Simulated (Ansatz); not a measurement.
**Li (Im-3m): Drude plasma energy against volume**

The cell of Li (Im-3m) is scaled evenly and the response computed anew at each volume, on one mesh.

Symmetry: Im-3m, No. 229, cubic system. The conventional cell has a = 3.509 Å, b = 3.509 Å, c = 3.509 Å, α = 90.00°, β = 90.00°, γ = 90.00°. Li on site a is surrounded by 8 Li at 3.04 Å.

Method: Ansatz 0.2.0, r2SCAN, independent particles, k-mesh 16×16×16 with interpolation inside its cells, Gaussian parameter 0.1 eV.

Launch of the response step: `ansatz run input.yaml --threads 4 --pin off --max-ram 8192MiB --backend cpu --events-out ev --progress --plain --runs-dir out`. The series took 63 s in all, on 4 threads of Intel(R) Xeon(R) Processor @ 2.50GHz (Skylake/Cascade Lake) (shared host).

```tsv
V/V₀	V (Å³, primitive cell)	Drude plasma energy (eV)
0.94	20.31	7.0393
0.96	20.74	6.9899
0.98	21.18	6.9417
1.00	21.61	6.8944
1.02	22.04	6.8482
1.04	22.47	6.8030
1.06	22.91	?
```

For small changes the quantity should be close to linear in ln V.

Working, on the rows shown:

| x = ln(V/V₀) | y = Drude plasma energy |
| --- | --- |
| -0.0618754 | 7.0393 |
| -0.040822 | 6.9899 |
| -0.0202027 | 6.9417 |
| 0 | 6.8944 |
| 0.0198026 | 6.8482 |
| 0.0392207 | 6.803 |

Means: x̄ = -0.010646, ȳ = 6.9194. Σ(x − x̄)(y − ȳ) = -0.01672, Σ(x − x̄)² = 0.007154. Slope = -0.01672 / 0.007154 = -2.338; intercept = ȳ − slope · x̄ = 6.8945. The line misses the rows shown by at most 0.00015 eV.

**Question.** Predict the last column of the withheld row from the fit.

**Answer.** At x = 0.058269 the line gives y = 6.7583 eV. The run gave 6.7587 eV, so the extrapolation is off by 0.00037 eV, 0.1 % of the range in the table.

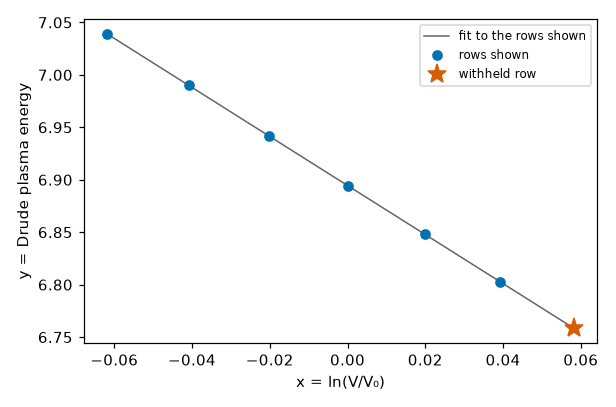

Between the rows on either side of x = 0 the slope is (6.8482 − 6.9417) / (0.019803 − (-0.020203)) = -2.337. So d ln ωp/d ln V = -0.34; free electrons would give −0.50. The values come from a sum over the points of one k-mesh and carry its error, which is largest for Fermi-surface quantities.

[Logs are printed without paths, hosts, clocks, repeated set-up lines and the standing remarks that a program may print on its own settings, such as how far it seeks lower states.]
